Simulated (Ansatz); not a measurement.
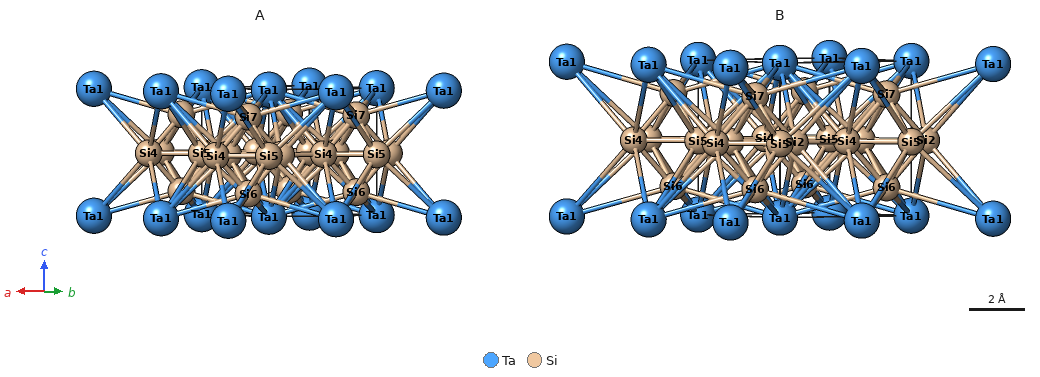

Two geometries of solid TaSi$_{6}$ (a generated structure, set up in Pm-3m) (coarse preliminary run), drawn at one scale. One is the start of a relaxation, the other its converged end. The picture is a ball-and-stick view of the cell of the calculation, repeated 2 × 2 × 1 with one cell outlined, seen from a free direction.

The calculation used DFT PBE, scalar-relativistic, plane waves, PAW in Ansatz. Settings: plane-wave cutoff 420 eV; k-point mesh 4 × 4 × 4; occupations gaussian; smearing width 0.1 eV; no spin polarisation; cell and atoms relaxed; force threshold 0.04 eV/Å; at most 70 steps.

> Which one is relaxed?

Structure B is the relaxed one. The energy falls by 2197 meV per atom in 7 accepted moves (9 points after the start). The largest force component goes from 5 to 0.0035 eV/Å. The pressure goes from 103.91 to 0.00 GPa. At 2 points the geometry stayed and the basis and grid were re-selected for the new cell (energy shift of 23.9 meV per atom at most each time). The largest moves relative to the cell, 0.004 Å, are those of Si atoms. Ta stays in place. The drawn cell changes as follows: a = b = c 4.646 → 5.661 Å (+21.8 %); the volume changes by +80.8 %. Near-neighbour distances that change, for instance: Si–Ta 3.411 → 4.157 Å, Si–Si 2.811 → 3.416 Å, Si–Si 1.988 → 2.416 Å, Si–Si 1.835 → 2.245 Å. The space group stays Pm-3m (No. 221). The run took 22 s on 1 thread of Arm Neoverse V2, with other jobs on the host, peak memory 0.4 GiB.
